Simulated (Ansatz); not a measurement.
# Cl₂GeH₃NO···H₂: what the fields show

```xyz
10

Ge    0.1970   -0.6042   -0.4414
H     0.8639    0.5405    1.9784
Cl    1.9086    0.6440   -0.9119
O    -1.1540    0.2882    0.2980
H    -1.7537    0.6050   -0.4057
Cl   -0.5366   -1.3499   -2.3461
N     0.6980   -2.0239    0.6785
H     0.1140   -2.0501    1.5215
H     1.6901   -1.9806    0.9342
H     0.9724   -0.1729    1.9706
```

Not at a stationary point (largest force 2.0 eV/Å).

Level of theory: RKS PBE/def2-SVP (Ansatz 0.2.0).

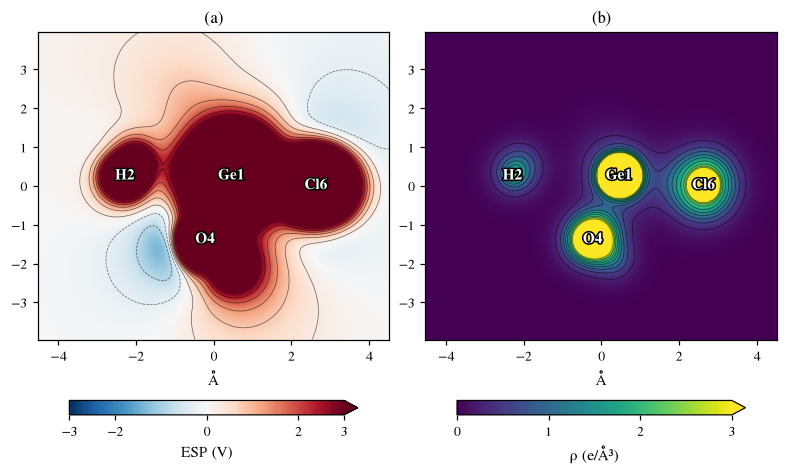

Figure 1. (a) electrostatic potential; (b) total electron density on the plane of atoms O4, Ge1 and Cl6.

Question: Describe what can be read from this map.

Answer: The plane passes through Ge, H, O and Cl nuclei. Ge–O (1.78 Å): ρ at the midpoint is about 0.96 e/Å³. Ge–Cl (2.17 Å): the density is about 0.7 e/Å³ at the midpoint. Outside the dense part of the complex the potential is most negative (−1.4 V) near O4.

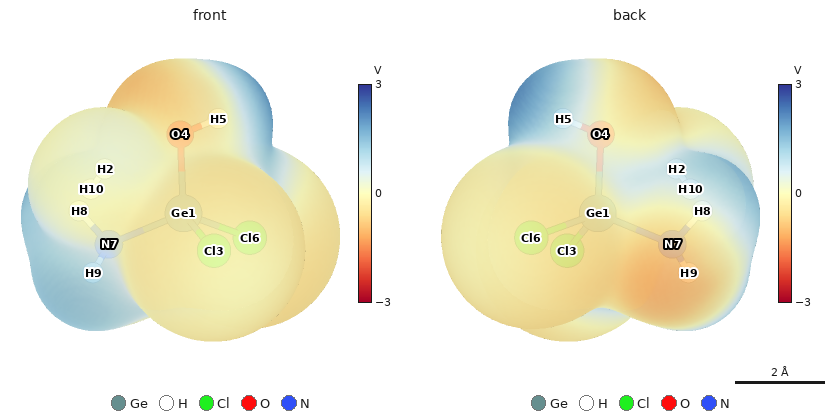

Figure 2. The electrostatic potential painted on the density surface at 0.001 e/bohr³, seen from the front and from behind; the colour scale runs from red (negative) to blue (positive).

Question: Which sites attract a positive test charge, and which a negative one?

Answer: A positive charge is drawn to the negative regions and a negative charge to the positive ones. The most negative region (about −1.1 V, or −25 kcal/mol for a unit charge) lies over N7, the most positive (about +2.0 V, or +46 kcal/mol for a unit charge) over H5. N7 is the likeliest acceptor of a hydrogen bond.

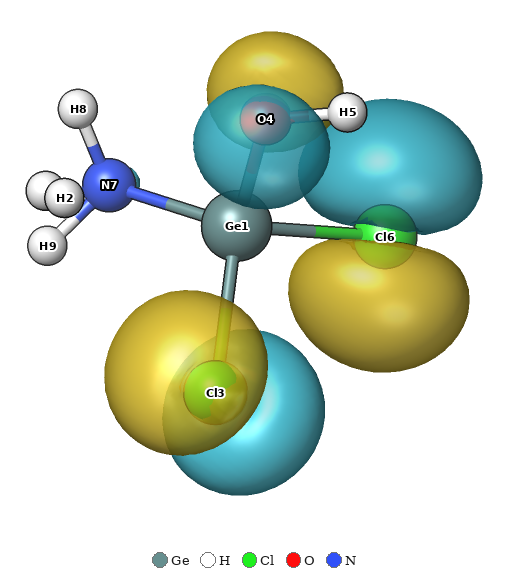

Figure 3. The HOMO−1 at ±0.1 Å⁻³ᐟ² (yellow and cyan are the two phases), seen from one side.

Question: Where does this orbital lie, and at what energy?

Answer: By Hirshfeld shares it lies mainly on Cl6 (about 40 %), Cl3 (about 35 %) and O4 (about 20 %); largely a combination of lone pairs on Cl6, Cl3 and O4. Its energy is −7.37 eV.

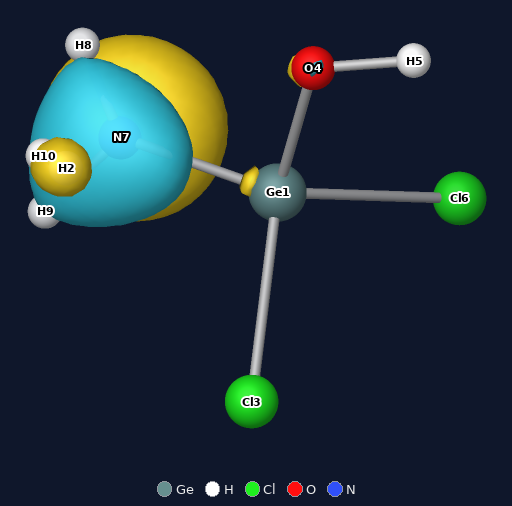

Figure 4. One frontier orbital at ±0.2 Å⁻³ᐟ² (yellow and cyan are the two phases), seen from one side.

Question: Which orbital is it: HOMO or LUMO?

Answer: The HOMO, at −6.46 eV. By Hirshfeld shares it lies mainly on N7 (about 70 %) and Ge1 (about 10 %); largely a lone pair of N7.
